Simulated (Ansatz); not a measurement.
**Fields on a plane of SnO2 (rutile)**

```
SnO2
1.0
    4.75851     0.00000     0.00000
    0.00000     4.75851     0.00000
    0.00000     0.00000     3.20013
Sn O
2 4
Direct
  0.00000   0.00000   0.00000
  0.50000   0.50000   0.50000
  0.30590   0.30590   0.00000
  0.80590   0.19410   0.50000
  0.19410   0.80590   0.50000
  0.69410   0.69410   0.00000
```

The slice is a (-1 1 0) plane (indices of the conventional cell) through the point (0.306, 0.306, 0.000) (fractional), spanned by u = [001] and v = [110] in vectors of this cell: u (3.20 Å) and v (6.73 Å, at 90° to u). It covers one period; positions are fractions (u, v).

Atoms on it: Sn at (0.00, 0.69); Sn at (0.50, 0.19); O at (0.00, 0.00); O at (0.00, 0.39).

Computed with r2SCAN (plane waves to 500 eV, PAW, scalar-relativistic; Ansatz, a first-principles code). k mesh 7×7×10. These are valence fields of a PAW run, semicore shells included where kept as valence: close to a nucleus they are smooth pseudo fields. SnO2 was relaxed with its symmetry unable to fall. The PAW data are Ansatz's earlier set.

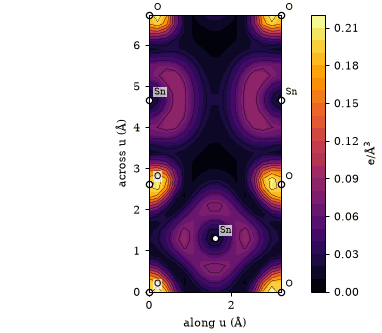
Fig. 1. Density of the lowest conduction band (whole band as if filled, smooth part) in e/Å³, one period of the plane, atoms marked. 

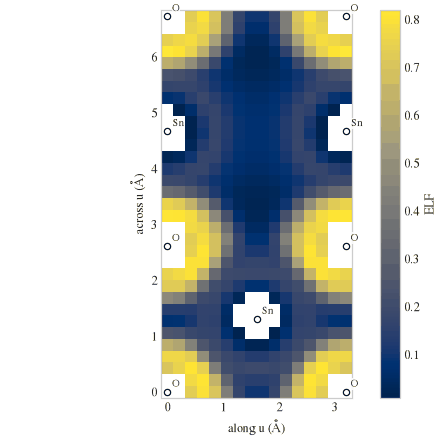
Figure: Electron localisation function (ELF), one period of the plane, atoms marked. Points within 0.4 Å of a nucleus are left white, as the pseudised field means little there.

The density on the Sn–O line (2.06 Å) at its midpoint comes out as 0.62 e/Å³. The ELF at that point comes out as 0.26. Element round which the density of the highest valence band (whole band, smooth part) is largest on this plane: O.
